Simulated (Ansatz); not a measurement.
**Geometry relaxation, with input and output: CH5Al2F (part 3 of 3)**

CH5Al2F; RKS PBE0-D4/def2-TZVP (Ansatz 0.2.0). The geometry: PBE-D4/def2-SVP start.

Geometry of the input (Å):
```
C  -0.1155  0.8434  -1.5260
Al -0.4741  -0.6872  -0.3366
Al 0.4477  -0.6800  2.1091
F  1.3862  0.6511  2.5682
H  -0.5059  0.7129  -2.5554
H  -0.5654  1.7693  -1.1032
H  0.9759  1.0473  -1.5901
H  -1.3346  -1.9417  -0.8696
H  0.2739  -1.7615  3.2866
```

## Trajectory as extended XYZ, continued
```
9
Properties=species:S:1:pos:R:3:forces:R:3 step=44 energy=-17022.72733 accepted=F
C    -0.2971    0.9277   -1.4694   -0.0023   0.0162  -0.0083
Al   -0.2332   -0.7009   -0.3836    0.0012   0.0078  -0.0062
Al    0.5095   -0.6616    2.1058    0.0051  -0.0127   0.0135
F     2.1435   -0.8061    2.3778   -0.0097   0.0050  -0.0031
H    -0.2915    0.7169   -2.5421    0.0000   0.0033   0.0160
H    -1.2262    1.4706   -1.2509    0.0177  -0.0109  -0.0050
H     0.5239    1.6152   -1.2455   -0.0160  -0.0134  -0.0030
H    -0.6873   -2.0808   -1.0479   -0.0006   0.0018   0.0021
H    -0.3533   -0.5274    3.4389    0.0045   0.0030  -0.0061
9
Properties=species:S:1:pos:R:3:forces:R:3 step=46 energy=-17022.72740
C    -0.2951    0.9273   -1.4697    0.0006   0.0043  -0.0016
Al   -0.2362   -0.7006   -0.3828   -0.0015   0.0033  -0.0016
Al    0.5088   -0.6634    2.1065    0.0014  -0.0054  -0.0011
F     2.1444   -0.7937    2.3736    0.0011   0.0016   0.0002
H    -0.2845    0.7159   -2.5419    0.0001   0.0008   0.0050
H    -1.2252    1.4694   -1.2559    0.0045  -0.0034  -0.0025
H     0.5242    1.6148   -1.2421   -0.0046  -0.0032  -0.0012
H    -0.6969   -2.0787   -1.0461    0.0000   0.0006   0.0012
H    -0.3511   -0.5373    3.4413   -0.0015   0.0013   0.0018
9
Properties=species:S:1:pos:R:3:forces:R:3 step=47 energy=-17022.72734 accepted=F
C    -0.2957    0.9291   -1.4694   -0.0053   0.0426  -0.0083
Al   -0.2375   -0.6973   -0.3804   -0.0071   0.0025   0.0015
Al    0.5160   -0.6646    2.1063    0.0269  -0.0087   0.0017
F     2.1504   -0.8278    2.3689   -0.0236   0.0044  -0.0030
H    -0.2377    0.7160   -2.5410   -0.0031   0.0150   0.0424
H    -1.2519    1.4422   -1.2932    0.0508  -0.0261  -0.0162
H     0.4938    1.6417   -1.2104   -0.0395  -0.0311  -0.0198
H    -0.7124   -2.0718   -1.0412    0.0017   0.0004   0.0005
H    -0.3367   -0.5139    3.4433   -0.0009   0.0011   0.0012
9
Properties=species:S:1:pos:R:3:forces:R:3 step=49 energy=-17022.72745
C    -0.2950    0.9309   -1.4704   -0.0132   0.0273  -0.0042
Al   -0.2431   -0.6921   -0.3764    0.0008  -0.0046   0.0016
Al    0.5211   -0.6676    2.1075    0.0426  -0.0029   0.0104
F     2.1564   -0.8376    2.3653   -0.0468   0.0050  -0.0079
H    -0.2048    0.7135   -2.5388   -0.0026   0.0158   0.0378
H    -1.2649    1.4267   -1.3238    0.0442  -0.0190  -0.0148
H     0.4745    1.6573   -1.1933   -0.0275  -0.0205  -0.0192
H    -0.7288   -2.0641   -1.0346   -0.0008   0.0006   0.0003
H    -0.3272   -0.5133    3.4475    0.0035  -0.0017  -0.0038
9
Properties=species:S:1:pos:R:3:forces:R:3 step=51 energy=-17022.72725 accepted=F
C    -0.2946    0.9294   -1.4694    0.0022  -0.0083   0.0058
Al   -0.2453   -0.6946   -0.3765    0.0098   0.0202  -0.0053
Al    0.5202   -0.6572    2.1065    0.0037  -0.0497   0.0067
F     2.1540   -0.8263    2.3654   -0.0089   0.0149  -0.0051
H    -0.2166    0.7133   -2.5376    0.0002  -0.0005  -0.0121
H    -1.2558    1.4351   -1.3141   -0.0109   0.0048  -0.0013
H     0.4838    1.6480   -1.2012    0.0044   0.0024   0.0012
H    -0.7266   -2.0671   -1.0368   -0.0009   0.0002   0.0081
H    -0.3308   -0.5269    3.4466    0.0004   0.0161   0.0021
9
Properties=species:S:1:pos:R:3:forces:R:3 step=53 energy=-17022.72764
C    -0.2924    0.9305   -1.4699   -0.0095   0.0188  -0.0157
Al   -0.2482   -0.6904   -0.3732    0.0018  -0.0020   0.0044
Al    0.5227   -0.6679    2.1085   -0.0151  -0.0033  -0.0008
F     2.1580   -0.8240    2.3598    0.0141   0.0001   0.0023
H    -0.1899    0.7106   -2.5362   -0.0005   0.0035   0.0162
H    -1.2652    1.4230   -1.3383    0.0195  -0.0087  -0.0032
H     0.4708    1.6612   -1.1896   -0.0105  -0.0089  -0.0024
H    -0.7445   -2.0594   -1.0297   -0.0010  -0.0005   0.0004
H    -0.3231   -0.5299    3.4515    0.0013   0.0010  -0.0011
9
Properties=species:S:1:pos:R:3:forces:R:3 step=54 energy=-17022.72767
C    -0.2918    0.9307   -1.4700   -0.0118   0.0219  -0.0178
Al   -0.2507   -0.6892   -0.3716    0.0021  -0.0007   0.0026
Al    0.5243   -0.6684    2.1089   -0.0166  -0.0037  -0.0015
F     2.1600   -0.8241    2.3575    0.0152   0.0001   0.0025
H    -0.1777    0.7098   -2.5351   -0.0010   0.0034   0.0196
H    -1.2687    1.4181   -1.3494    0.0233  -0.0113  -0.0030
H     0.4647    1.6661   -1.1836   -0.0116  -0.0109  -0.0026
H    -0.7521   -2.0568   -1.0271   -0.0009   0.0000   0.0008
H    -0.3197   -0.5325    3.4532    0.0013   0.0013  -0.0006
9
Properties=species:S:1:pos:R:3:forces:R:3 step=56 energy=-17022.72775
C    -0.2903    0.9317   -1.4706   -0.0147   0.0258  -0.0197
Al   -0.2578   -0.6852   -0.3669    0.0004   0.0021  -0.0014
Al    0.5284   -0.6705    2.1100   -0.0033  -0.0039  -0.0005
F     2.1660   -0.8240    2.3503    0.0024   0.0008   0.0007
H    -0.1416    0.7075   -2.5312   -0.0035   0.0053   0.0293
H    -1.2786    1.4038   -1.3826    0.0332  -0.0174  -0.0034
H     0.4461    1.6800   -1.1660   -0.0150  -0.0152  -0.0058
H    -0.7744   -2.0491   -1.0187   -0.0003   0.0011   0.0008
H    -0.3094   -0.5404    3.4587    0.0010   0.0013   0.0000
9
Properties=species:S:1:pos:R:3:forces:R:3 step=58 energy=-17022.72783
C    -0.2901    0.9327   -1.4716   -0.0029   0.0104  -0.0069
Al   -0.2607   -0.6813   -0.3641   -0.0007  -0.0002  -0.0001
Al    0.5310   -0.6714    2.1111    0.0053  -0.0059   0.0025
F     2.1693   -0.8261    2.3483   -0.0058   0.0021  -0.0016
H    -0.1233    0.7052   -2.5282   -0.0014   0.0013   0.0084
H    -1.2833    1.3953   -1.4012    0.0091  -0.0055  -0.0014
H     0.4350    1.6880   -1.1594   -0.0037  -0.0025  -0.0010
H    -0.7854   -2.0429   -1.0139   -0.0005  -0.0019   0.0010
H    -0.3041   -0.5459    3.4619    0.0007   0.0022  -0.0010
9
Properties=species:S:1:pos:R:3:forces:R:3 step=59 energy=-17022.72790
C    -0.2888    0.9342   -1.4717   -0.0056   0.0092  -0.0106
Al   -0.2672   -0.6774   -0.3605   -0.0006  -0.0042   0.0064
Al    0.5345   -0.6745    2.1116    0.0132   0.0002   0.0017
F     2.1744   -0.8266    2.3413   -0.0129   0.0006  -0.0020
H    -0.0901    0.7032   -2.5224   -0.0024   0.0064   0.0139
H    -1.2911    1.3809   -1.4319    0.0156  -0.0066  -0.0023
H     0.4166    1.7014   -1.1439   -0.0075  -0.0066  -0.0041
H    -0.8054   -2.0359   -1.0060   -0.0003   0.0008  -0.0021
H    -0.2946   -0.5516    3.4663    0.0004   0.0001  -0.0009
9
Properties=species:S:1:pos:R:3:forces:R:3 step=61 energy=-17022.72797
C    -0.2877    0.9358   -1.4716   -0.0044  -0.0064  -0.0001
Al   -0.2745   -0.6727   -0.3562    0.0001  -0.0093   0.0104
Al    0.5391   -0.6771    2.1124    0.0114   0.0032   0.0003
F     2.1799   -0.8298    2.3340   -0.0112  -0.0006  -0.0018
H    -0.0524    0.7013   -2.5137    0.0023   0.0073  -0.0003
H    -1.2987    1.3626   -1.4674    0.0025   0.0030  -0.0022
H     0.3936    1.7166   -1.1271   -0.0017   0.0003  -0.0035
H    -0.8275   -2.0268   -0.9989    0.0007   0.0034  -0.0017
H    -0.2835   -0.5563    3.4713    0.0002  -0.0008  -0.0011
9
Properties=species:S:1:pos:R:3:forces:R:3 step=63 energy=-17022.72798
C    -0.2881    0.9355   -1.4703   -0.0054  -0.0031  -0.0031
Al   -0.2791   -0.6728   -0.3538    0.0071   0.0043  -0.0022
Al    0.5419   -0.6732    2.1118    0.0022  -0.0185   0.0030
F     2.1820   -0.8370    2.3296   -0.0072   0.0051  -0.0018
H    -0.0344    0.7029   -2.5087    0.0005   0.0043   0.0045
H    -1.3025    1.3542   -1.4832    0.0032   0.0014  -0.0021
H     0.3814    1.7223   -1.1161   -0.0025  -0.0024  -0.0027
H    -0.8347   -2.0250   -0.9985    0.0000   0.0025   0.0041
H    -0.2781   -0.5532    3.4722    0.0021   0.0064   0.0003
9
Properties=species:S:1:pos:R:3:forces:R:3 step=65 energy=-17022.72802
C    -0.2885    0.9357   -1.4710   -0.0047  -0.0052   0.0104
Al   -0.2767   -0.6716   -0.3531   -0.0126  -0.0023  -0.0051
Al    0.5417   -0.6791    2.1133    0.0070   0.0083  -0.0007
F     2.1823   -0.8399    2.3286   -0.0018  -0.0030   0.0012
H    -0.0272    0.7041   -2.5074    0.0037  -0.0035  -0.0089
H    -1.3048    1.3493   -1.4909   -0.0014  -0.0013   0.0008
H     0.3746    1.7260   -1.1140    0.0075   0.0116   0.0024
H    -0.8383   -2.0213   -0.9973    0.0032  -0.0020   0.0014
H    -0.2750   -0.5494    3.4748   -0.0009  -0.0026  -0.0016
9
Properties=species:S:1:pos:R:3:forces:R:3 step=66 energy=-17022.72807
C    -0.2893    0.9365   -1.4703   -0.0003   0.0010  -0.0019
Al   -0.2787   -0.6709   -0.3527    0.0007  -0.0012   0.0023
Al    0.5429   -0.6774    2.1128    0.0000   0.0003  -0.0035
F     2.1824   -0.8476    2.3276    0.0009  -0.0007   0.0012
H    -0.0220    0.7047   -2.5054    0.0003  -0.0001   0.0002
H    -1.3069    1.3466   -1.4959    0.0004   0.0004  -0.0006
H     0.3699    1.7294   -1.1110   -0.0012  -0.0001   0.0010
H    -0.8367   -2.0224   -0.9963   -0.0004   0.0000  -0.0005
H    -0.2734   -0.5451    3.4740   -0.0003   0.0004   0.0017
9
Properties=species:S:1:pos:R:3:forces:R:3 step=68 energy=-17022.72810
C    -0.2912    0.9383   -1.4696   -0.0100   0.0241  -0.0203
Al   -0.2842   -0.6668   -0.3484    0.0008   0.0013  -0.0011
Al    0.5488   -0.6787    2.1131   -0.0042  -0.0013  -0.0018
F     2.1867   -0.8697    2.3215    0.0044  -0.0004   0.0009
H     0.0192    0.7076   -2.4942   -0.0093   0.0077   0.0318
H    -1.3174    1.3246   -1.5357    0.0360  -0.0122   0.0009
H     0.3377    1.7478   -1.0910   -0.0174  -0.0198  -0.0112
H    -0.8514   -2.0151   -0.9904   -0.0004  -0.0004   0.0000
H    -0.2600   -0.5343    3.4777    0.0000   0.0010   0.0008
9
Properties=species:S:1:pos:R:3:forces:R:3 step=70 energy=-17022.72817
C    -0.2919    0.9388   -1.4698   -0.0042   0.0067  -0.0014
Al   -0.2836   -0.6659   -0.3483   -0.0007  -0.0001   0.0001
Al    0.5495   -0.6792    2.1132    0.0010  -0.0002   0.0001
F     2.1869   -0.8752    2.3219   -0.0006  -0.0001   0.0000
H     0.0221    0.7087   -2.4925   -0.0006   0.0001   0.0038
H    -1.3180    1.3220   -1.5394    0.0066  -0.0036  -0.0004
H     0.3330    1.7499   -1.0903   -0.0017  -0.0031  -0.0012
H    -0.8510   -2.0145   -0.9897    0.0000  -0.0001  -0.0006
H    -0.2587   -0.5308    3.4779    0.0002   0.0005  -0.0004
9
Properties=species:S:1:pos:R:3:forces:R:3 step=72 energy=-17022.71938 accepted=F
C    -0.3045    0.9491   -1.4647   -0.1091   0.2307  -0.2376
Al   -0.2942   -0.6503   -0.3361   -0.0455  -0.0048   0.0173
Al    0.5696   -0.6862    2.1147    0.1337  -0.0136   0.0307
F     2.1974   -1.0012    2.2944   -0.1400   0.0257  -0.0043
H     0.1865    0.7312   -2.4331   -0.1724   0.1259   0.3337
H    -1.3557    1.2211   -1.7015    0.4532  -0.0924   0.0851
H     0.1820    1.8278   -1.0114   -0.1543  -0.2621  -0.1869
H    -0.8937   -1.9878   -0.9725    0.0144   0.0008  -0.0020
H    -0.1991   -0.4500    3.4933    0.0201  -0.0103  -0.0360
9
Properties=species:S:1:pos:R:3:forces:R:3 step=73 energy=-17022.72820 accepted=F
C    -0.2939    0.9404   -1.4692   -0.0026  -0.0016   0.0063
Al   -0.2854   -0.6642   -0.3464   -0.0046   0.0073  -0.0039
Al    0.5522   -0.6801    2.1133    0.0080  -0.0004   0.0041
F     2.1885   -0.8913    2.3189   -0.0070   0.0007  -0.0007
H     0.0425    0.7110   -2.4850    0.0012   0.0008  -0.0009
H    -1.3229    1.3105   -1.5602    0.0030  -0.0042   0.0003
H     0.3142    1.7595   -1.0803    0.0006  -0.0015  -0.0013
H    -0.8556   -2.0115   -0.9876    0.0004  -0.0011  -0.0012
H    -0.2514   -0.5206    3.4796    0.0010  -0.0001  -0.0028
9
Properties=species:S:1:pos:R:3:forces:R:3 step=75 energy=-17022.72822
C    -0.2939    0.9404   -1.4687   -0.0001   0.0001   0.0001
Al   -0.2868   -0.6636   -0.3460   -0.0001   0.0000   0.0001
Al    0.5532   -0.6802    2.1132    0.0001   0.0000  -0.0001
F     2.1890   -0.8928    2.3181    0.0001  -0.0002  -0.0001
H     0.0472    0.7114   -2.4830    0.0004   0.0000   0.0001
H    -1.3234    1.3074   -1.5643    0.0000  -0.0002  -0.0004
H     0.3108    1.7611   -1.0781   -0.0003   0.0001   0.0003
H    -0.8578   -2.0105   -0.9877   -0.0002  -0.0001  -0.0001
H    -0.2499   -0.5195    3.4794    0.0001   0.0002   0.0001
9
Properties=species:S:1:pos:R:3:forces:R:3 step=77 energy=-17022.72825
C    -0.2960    0.9419   -1.4671    0.0008  -0.0014  -0.0134
Al   -0.2921   -0.6610   -0.3427   -0.0016   0.0063   0.0001
Al    0.5577   -0.6798    2.1129   -0.0128  -0.0071  -0.0034
F     2.1915   -0.9099    2.3111    0.0139   0.0003   0.0021
H     0.0810    0.7146   -2.4697   -0.0047   0.0045   0.0120
H    -1.3287    1.2893   -1.5978    0.0111  -0.0014   0.0021
H     0.2831    1.7743   -1.0621   -0.0067  -0.0037  -0.0024
H    -0.8701   -2.0052   -0.9838    0.0005  -0.0005   0.0009
H    -0.2381   -0.5105    3.4821   -0.0006   0.0030   0.0020
9
Properties=species:S:1:pos:R:3:forces:R:3 step=78 energy=-17022.72827
C    -0.2959    0.9417   -1.4669    0.0002  -0.0003  -0.0069
Al   -0.2927   -0.6613   -0.3429   -0.0007   0.0025   0.0009
Al    0.5576   -0.6809    2.1127   -0.0039  -0.0026  -0.0020
F     2.1919   -0.9099    2.3105    0.0045  -0.0001   0.0009
H     0.0828    0.7155   -2.4689   -0.0019   0.0020   0.0058
H    -1.3284    1.2883   -1.5989    0.0050  -0.0006   0.0008
H     0.2816    1.7745   -1.0606   -0.0032  -0.0018  -0.0012
H    -0.8711   -2.0053   -0.9841    0.0004   0.0001   0.0005
H    -0.2375   -0.5089    3.4821   -0.0003   0.0009   0.0011
9
Properties=species:S:1:pos:R:3:forces:R:3 step=80 energy=-17022.72830
C    -0.2975    0.9427   -1.4660   -0.0042   0.0064  -0.0070
Al   -0.2975   -0.6594   -0.3406    0.0007   0.0007   0.0005
Al    0.5608   -0.6825    2.1122    0.0073   0.0002   0.0013
F     2.1943   -0.9248    2.3047   -0.0074   0.0004  -0.0007
H     0.1108    0.7202   -2.4575   -0.0035   0.0027   0.0108
H    -1.3315    1.2729   -1.6263    0.0113  -0.0032   0.0009
H     0.2570    1.7849   -1.0471   -0.0044  -0.0067  -0.0050
H    -0.8807   -2.0018   -0.9807   -0.0001   0.0004  -0.0001
H    -0.2274   -0.4986    3.4842    0.0002  -0.0010  -0.0006
9
Properties=species:S:1:pos:R:3:forces:R:3 step=82 energy=-17022.72832
C    -0.2994    0.9439   -1.4661   -0.0057   0.0076  -0.0023
Al   -0.3001   -0.6566   -0.3382    0.0005   0.0026  -0.0013
Al    0.5637   -0.6826    2.1124    0.0085  -0.0027   0.0033
F     2.1955   -0.9392    2.3015   -0.0089   0.0018  -0.0012
H     0.1307    0.7236   -2.4489   -0.0026   0.0017   0.0077
H    -1.3338    1.2613   -1.6477    0.0108  -0.0042   0.0007
H     0.2375    1.7935   -1.0394   -0.0028  -0.0063  -0.0050
H    -0.8861   -1.9984   -0.9770   -0.0005  -0.0006  -0.0003
H    -0.2198   -0.4919    3.4862    0.0006   0.0001  -0.0017
9
Properties=species:S:1:pos:R:3:forces:R:3 step=84 energy=-17022.72833
C    -0.3016    0.9455   -1.4657   -0.0090   0.0099  -0.0046
Al   -0.3046   -0.6530   -0.3351    0.0039  -0.0010  -0.0022
Al    0.5678   -0.6846    2.1126    0.0033   0.0029   0.0016
F     2.1978   -0.9532    2.2979   -0.0054   0.0002  -0.0013
H     0.1550    0.7266   -2.4371   -0.0045   0.0024   0.0099
H    -1.3355    1.2477   -1.6739    0.0170  -0.0048   0.0021
H     0.2146    1.8037   -1.0308   -0.0045  -0.0082  -0.0051
H    -0.8943   -1.9937   -0.9729   -0.0017   0.0000  -0.0002
H    -0.2110   -0.4851    3.4878    0.0008  -0.0014  -0.0002
9
Properties=species:S:1:pos:R:3:forces:R:3 step=85 energy=-17022.72812 accepted=F
C    -0.3042    0.9471   -1.4640   -0.0163   0.0214  -0.0429
Al   -0.3091   -0.6502   -0.3319   -0.0053   0.0123   0.0042
Al    0.5736   -0.6798    2.1125   -0.0035  -0.0281  -0.0047
F     2.1999   -0.9742    2.2901    0.0008   0.0082   0.0012
H     0.1916    0.7317   -2.4185   -0.0238   0.0173   0.0418
H    -1.3373    1.2259   -1.7115    0.0596  -0.0120   0.0123
H     0.1807    1.8179   -1.0166   -0.0176  -0.0285  -0.0173
H    -0.9090   -1.9872   -0.9685    0.0043   0.0002   0.0048
H    -0.1979   -0.4774    3.4913    0.0018   0.0090   0.0005
9
Properties=species:S:1:pos:R:3:forces:R:3 step=87 energy=-17022.72835
C    -0.3019    0.9458   -1.4654   -0.0004  -0.0030   0.0005
Al   -0.3056   -0.6523   -0.3344    0.0000   0.0003   0.0003
Al    0.5686   -0.6839    2.1126    0.0026  -0.0022  -0.0005
F     2.1984   -0.9554    2.2955   -0.0034   0.0013  -0.0002
H     0.1627    0.7275   -2.4328    0.0008   0.0007  -0.0007
H    -1.3349    1.2430   -1.6818   -0.0013   0.0009  -0.0007
H     0.2078    1.8062   -1.0282    0.0010   0.0012   0.0005
H    -0.8985   -1.9920   -0.9716    0.0002   0.0005   0.0007
H    -0.2083   -0.4852    3.4890    0.0005   0.0004   0.0000
```

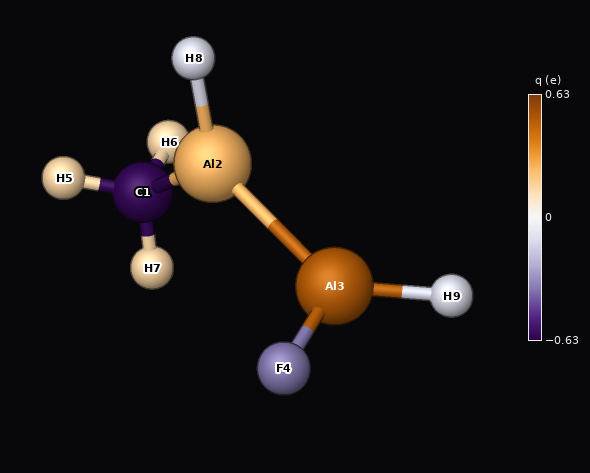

Fig. 1: Mulliken charges, as the colour of each atom (ball-and-stick view, seen at a tilt; atoms are numbered from 1 in the order of the input). By element: C −0.60, Al +0.25 to +0.48, F −0.35 and H −0.11 to +0.15 e.
